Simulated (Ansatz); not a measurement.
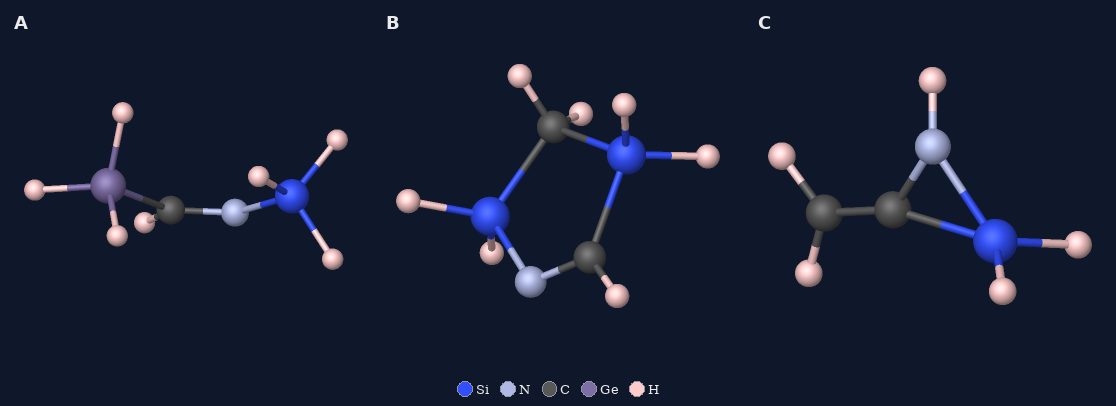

```sh
ansatz run in.yaml --threads 2 --pin off --events-out ev --progress --plain --max-ram 4352MiB
```

```yaml
crystal:
  periodic: [false, false, false]
  atoms:
    - {symbol: C, position_ang: [-0.084600, 1.279952, -1.107331]}
    - {symbol: C, position_ang: [-0.061912, 0.329866, -0.182827]}
    - {symbol: N, position_ang: [0.782609, -0.054800, 0.864906]}
    - {symbol: Si, position_ang: [-0.474303, -1.209182, 0.675700]}
    - {symbol: H, position_ang: [-0.897321, 1.330073, -1.818695]}
    - {symbol: H, position_ang: [0.696402, 2.031524, -1.172005]}
    - {symbol: H, position_ang: [1.778404, 0.092151, 0.914667]}
    - {symbol: H, position_ang: [-0.200364, -2.512933, 0.027955]}
    - {symbol: H, position_ang: [-1.450314, -1.332952, 1.780431]}
basis:
  gaussian: {orbitals: def2-SVP}
hamiltonian: {xc: {name: wB97M-V}}
output: {orbitals: {seedname: orbitals}}
```

### Which panel shows the molecule in this file?

C. The file holds C2H5NSi, `C=C1N[SiH2]1`.
